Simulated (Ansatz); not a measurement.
Consider BClHInO.

```xyz
5

Cl    0.7793   -0.3514    1.4408
In   -1.7936   -1.4574    0.1213
B     0.4345    0.4357   -0.2141
O    -0.6212    0.0487   -0.8617
H     1.2510    1.2506   -0.5277
```

Geometry: PBE0-D4/def2-TZVP; core potentials replace the inner electrons of In.

Theory: RKS PBE0-D4/def2-TZVPP in Ansatz.

Question: What can the converged electron density and electron localisation function tell about the bonding?

Answer: B–O (1.30 Å): ρ is about 2.4 e/Å³ halfway; the ELF peaks at about 0.85 between the atoms: a polar covalent bond.
B–Cl (1.86 Å): ρ at the midpoint is about 1.1 e/Å³, with its minimum of 0.78 e/Å³ about 0.6 Å from B; the ELF peaks at about 0.90 between the atoms; a polar covalent bond.
In–O (2.15 Å): the density is about 0.54 e/Å³ at the midpoint; the ELF peaks at about 0.85 in the valence shell of O, 0.6 Å from its nucleus, and drops to about 0.15 between the two atoms.
B–H (1.20 Å): the density is about 1.3 e/Å³ at the midpoint; the ELF climbs to about 1 towards the hydrogen, as it does in any bond to H; a covalent bond by its length.

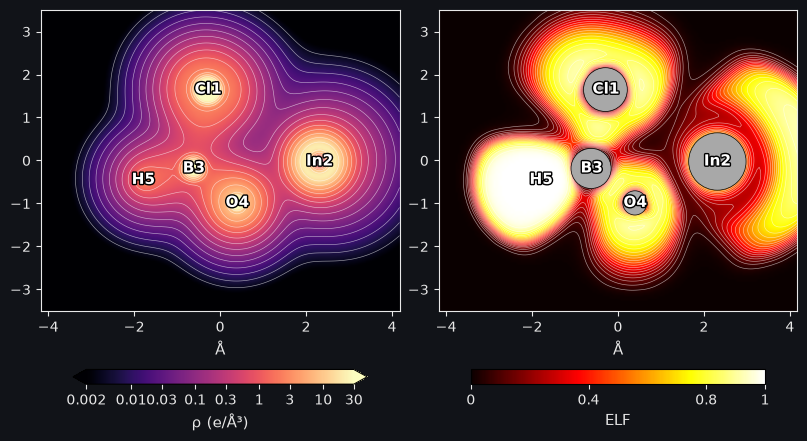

Computed electron density and electron localisation function on the molecular plane, in this order. Grey discs cover the atomic cores in the ELF map. 
